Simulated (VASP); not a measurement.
Band structure of TiCo (space group Pm-3m). Method: PBE GGA, VASP's PBE PAW potentials (set 64) (plane waves; VASP 6.6.1).

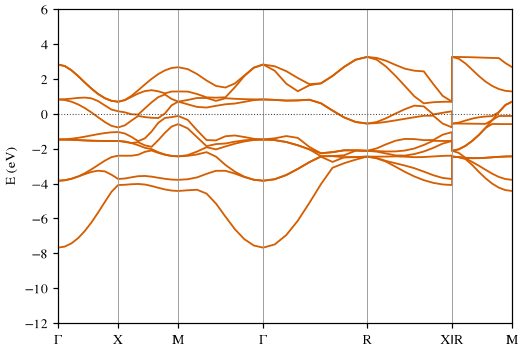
Bands along high-symmetry lines, zero at the valence-band maximum or, without a gap, the Fermi level

Read the plot: is there a gap, and where are the band edges?

It has no gap at this level: it comes out as a metal or semimetal.

The structure is a typed TiCo crystal (Pm-3m). The cell was not relaxed at this level. The run is not spin-polarised, so no magnetic state was tried. The electron count is odd and the run is not spin-polarised, which forces a metal.
